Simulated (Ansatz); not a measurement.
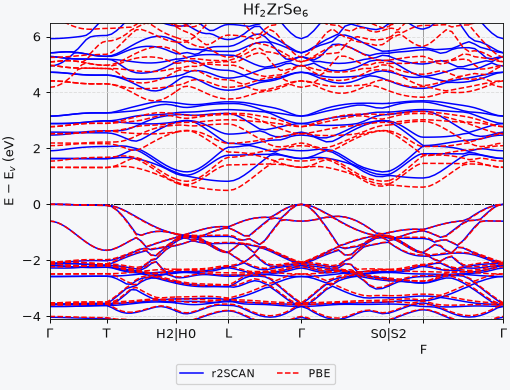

Band structures of Hf2ZrSe6, space group R-3 (No. 148), 9 atoms in the cell, by two methods on the same cell. Each is counted from its own valence-band top.

> What changes from one method to the other?

r2SCAN gives a gap of 0.82 eV along the path and PBE gives a gap of 0.50 eV along the path. Over the top 3 filled bands the two differ by 0.01 eV on average.

Settings. r2SCAN: DFT r2SCAN, scalar-relativistic, plane waves, PAW, no spin polarisation, 6×6×6 k mesh, 500 eV cutoff, Gaussian smearing of 0.02 eV (Ansatz 0.2.0). PBE: DFT PBE, scalar-relativistic, plane waves, PAW, no spin polarisation, 6×6×6 k mesh, 420 eV cutoff (Ansatz 0.2.0).

The structure is an invented one, so it need not be a known or stable phase. Spin-orbit coupling is left out, which matters for Hf.
